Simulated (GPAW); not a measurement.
Consider N (P4_2/mnm).

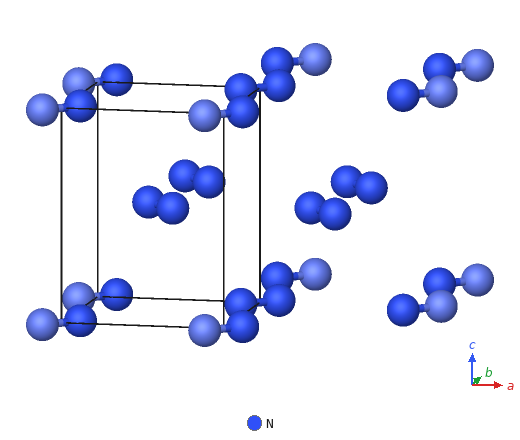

The structure (nitrogen blue). 2×2×1 cells are drawn. Some periodic images of atoms are drawn too.

```xyz
4
Lattice="4.0841 0.0000 0.0000 0.0000 4.0841 0.0000 0.0000 0.0000 5.3459" Properties=species:S:1:pos:R:3 pbc="T T T"
N     1.6511    2.4330    2.6730
N     0.3909    0.3909    0.0000
N     2.4330    1.6511    2.6730
N     3.6931    3.6931    0.0000
```

Absorber: atom 1, with 1 N at 1.11 Å (terminal, site symmetry m2m). Method: GPAW, LDA, full core hole (charged cell), 16-atom cell with 7.9 Å between holes, 4×4×4 k points, dipole transitions, Gaussian full width 0.9 eV up to 4 eV, rising linearly to 3.5 eV at 25 eV.

Question: Predict the near-edge structure at the N K edge.

Main maxima up to 24 eV above the zero (height): 0.0 eV (16.63) and 16.0 eV (2.17). A K edge sees empty p states on the absorber. The total-energy difference plus the lowest empty eigenvalue puts the zero at 402.30 eV. One term is added: -7.76 eV, since the hole is spin-paired here and a spin-polarised one costs that much less in the free atom (computed apart). The photon energy is then 394.54 eV. The functional and the charged cell's background leave an error in such absolute values: in the free atom LDA prices this hole 3.5 eV below PBE (computed apart), and PBE is itself good to a few eV.

The N K spectrum (energy from the lowest empty level; intensity scaled to a mean of 1 over the first 20 eV; polarised curves are means over the symmetry-equivalent atoms):

```
E (eV)  isotropic  ε ⊥ c  ε ∥ c
  -2.0       0.00   0.00   0.00
  -0.5       6.38   4.52  10.10
   1.0       0.67   0.55   0.92
   2.5       0.00   0.00   0.00
   4.0       0.00   0.00   0.00
   5.5       0.01   0.01   0.00
   7.0       0.10   0.12   0.07
   8.5       0.05   0.06   0.02
  10.0       0.41   0.38   0.49
  11.5       0.51   0.48   0.56
  13.0       0.81   0.69   1.03
  14.5       1.50   1.94   0.64
  16.0       2.17   3.02   0.45
  17.5       1.46   1.93   0.51
  19.0       1.04   1.30   0.51
  20.5       0.87   1.07   0.46
  22.0       0.79   0.92   0.53
  23.5       0.81   0.84   0.75
  25.0       0.85   0.78   0.99
  26.5       0.90   0.82   1.07
  28.0       0.96   0.94   0.99
  29.5       0.93   0.97   0.87
  31.0       0.79   0.82   0.73
```

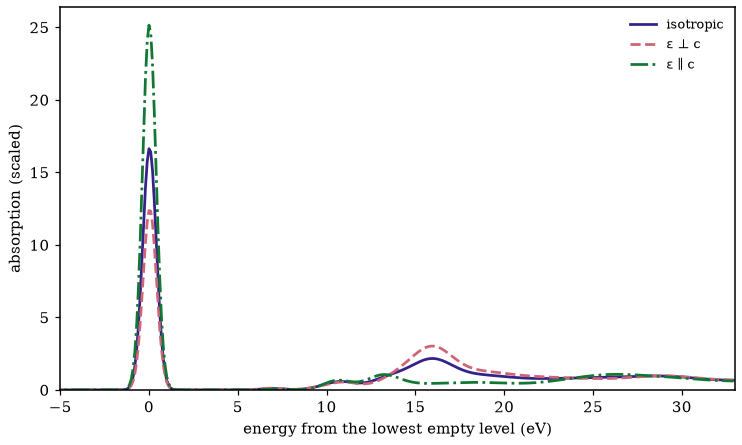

The N K edge.

The mesh is coarse (0.27 Å⁻¹ between points), so small maxima may be mesh ripples. Lifetime broadening is put in by hand, and intensities beyond about 20 eV depend on it and on the partial waves; weight that the partial waves miss at high energy is lost. The structure is a computed Materials Project entry and may be a hypothetical form.

[Banner, clock and machine lines of the logs are left out without a mark of their own.]

[Logs are printed without paths, hosts, clocks, repeated set-up lines and the standing remarks that a program may print on its own settings, such as how far it seeks lower states.]

[Hosts, paths, dates, database ids (printed as entryN), source tags and the programs' standing remarks are cut or masked in the printed files.]

[Lists of maxima count a maximum above −3 eV only where it reaches 4 % of the highest in the window and stands out from its surroundings by 2 % of it (1.5 % where it reaches 55 %); shoulders and weaker maxima are passed over, and of the rest the first, up to two pre-edge ones and the few strongest are named.]
